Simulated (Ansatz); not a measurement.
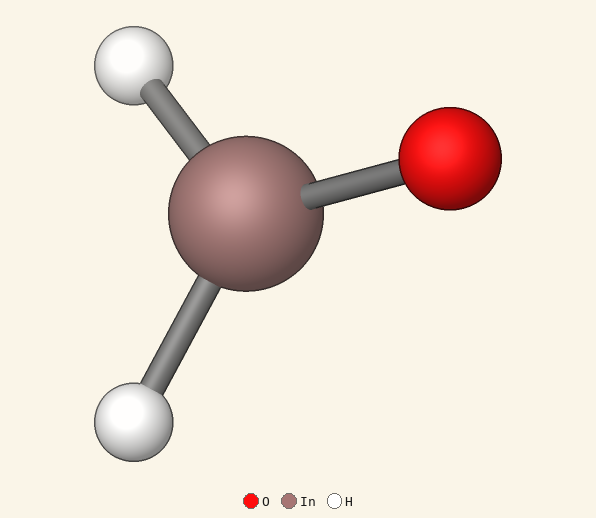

The species has charge −1 and is a spin singlet. Computed geometry: PBE0-D4/def2-TZVPD optimisation. No frequency run is at hand to confirm it as a minimum.

Draw it as a skeletal formula.

SMILES: [O-][InH2]

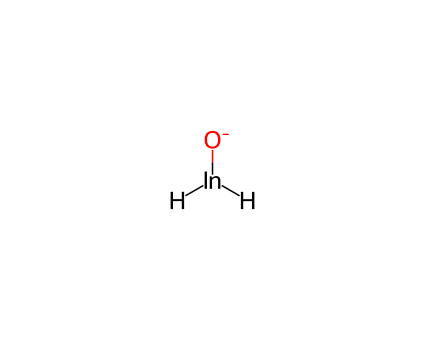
